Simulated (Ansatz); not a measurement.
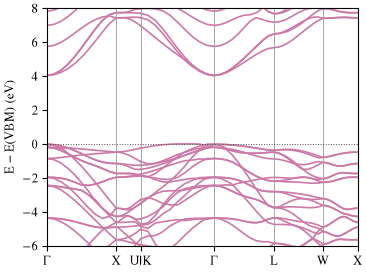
Figure. Band structure from r²SCAN (plane waves, PAW; program Ansatz)

### Question
Read off the gap and where the band edges lie.

### Answer
About 4.0 eV (4.03 eV by a search for the band edges); maximum on the K–Γ line, 60 % of the way from K, minimum at Γ.

### Question
Which of these materials gives this?
A. CeO2, fluorite
B. Si3N4, Fd-3m (Si on 16c, Si on 8b, N on 32e)
C. MgO, rock salt

### Answer
B, Si3N4, Fd-3m (Si on 16c, Si on 8b, N on 32e)

The r²SCAN relaxation kept the symmetry of its start; phonons on a q-mesh show no instability.

Potentials: the later of the program's two PAW sets.
